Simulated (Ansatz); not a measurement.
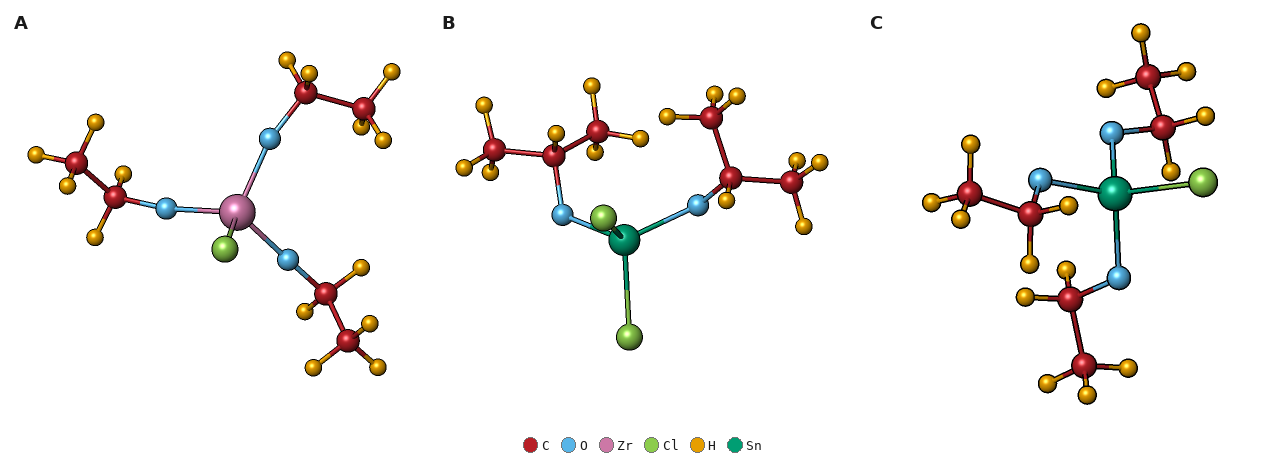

The picture comes from a calculation with Ansatz.

**Which panel belongs to which SMILES?**
(1) CC[O][Zr]([Cl])([O]CC)[O]CC
(2) CC[O][Sn]([Cl])([O]CC)[O]CC
(3) CC(C)[O][Sn]([Cl])([Cl])[O]C(C)C

A is (1), B is (3), C is (2).
